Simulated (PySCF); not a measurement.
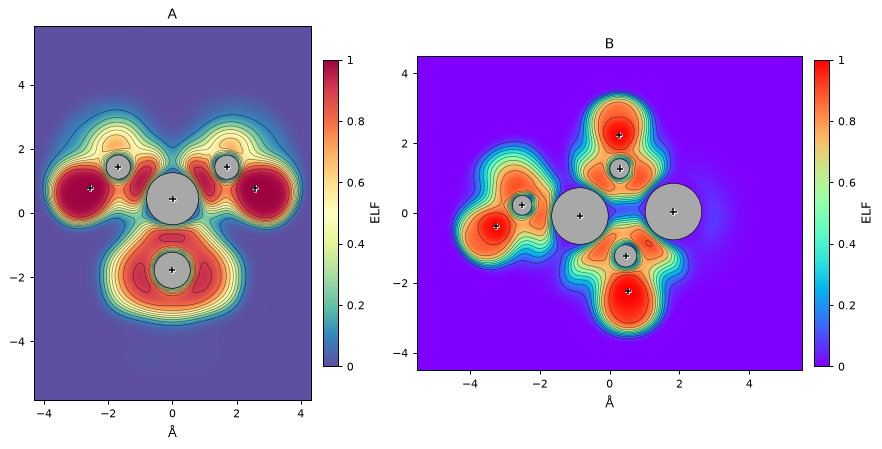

The electron localisation function of 2 systems, each on a plane through atoms (crosses mark nuclei in the plane; grey discs cover the cores).

Method: PBE0/pcSseg-1 Al:pcSseg-2, SCF density, gas phase, non-relativistic in PySCF 2.14.0.

System 1: C6H15AlS (SMILES [CH3][Al]([CH3])[S]C(C)(C)C), the plane of atoms Al1, C6 and H7. Geometry: PBE0-D3(BJ)/def2-SVP.

```
atom    x (Å)    y (Å)    z (Å)
  Al   0.6083   1.0793   1.2935
   C   2.5649   1.0885   1.2711
   H   2.9370   1.4879   0.3106
   H   2.9970   0.0855   1.4065
   H   2.9723   1.7498   2.0552
   C  -0.3657   2.7757   1.2739
   H  -1.4581   2.6439   1.2916
   H  -0.1080   3.3657   0.3765
   H  -0.0848   3.4003   2.1401
   S  -0.4952  -0.8546   1.3711
   C  -0.6783  -1.1750  -0.4635
   C   0.6947  -1.3339  -1.1092
   C  -1.4612  -2.4801  -0.5700
   C  -1.4581  -0.0419  -1.1230
   H   0.5875  -1.6075  -2.1727
   H   1.2798  -0.3995  -1.0681
   H   1.2799  -2.1145  -0.6032
   H  -1.6144  -2.7419  -1.6302
   H  -0.9184  -3.3044  -0.0848
   H  -2.4460  -2.3882  -0.0891
   H  -0.9138   0.9170  -1.0764
   H  -2.4305   0.1049  -0.6327
   H  -1.6317  -0.2672  -2.1891
```

System 2: Al2H5NO4, the plane of atoms O6, Al5 and O7. Geometry: PBE0-D3(BJ)/def2-SVP.

```csv
atom,x (Å),y (Å),z (Å)
Al,0.3298,0.8559,0.8065
O,-0.8566,1.8523,1.5526
O,1.8030,0.8266,1.6927
N,0.3269,0.6264,-1.0481
Al,-0.3384,-0.9780,-1.0329
O,-0.3931,-0.9782,0.7368
O,-0.8782,-2.3317,-1.8771
H,-1.5021,2.3367,1.0391
H,2.6099,0.4783,1.3145
H,0.6325,1.2651,-1.7674
H,-0.7146,-1.5289,1.4514
H,-0.9036,-2.5073,-2.8171
```

Question: Match each panel to its system.

Answer: Panel A is system 1, C6H15AlS: the plane holds Al, C, H and S. C–Al (1.96 Å): the ELF peaks at about 0.95 between the atoms: a shared but strongly polarised pair. Panel B is system 2, Al2H5NO4: the plane holds Al, N, O and H. Al–O (1.68 Å): the ELF peaks at about 0.85 in the valence shell of O, 0.6 Å from its nucleus, and is about 0.45 at the midpoint.
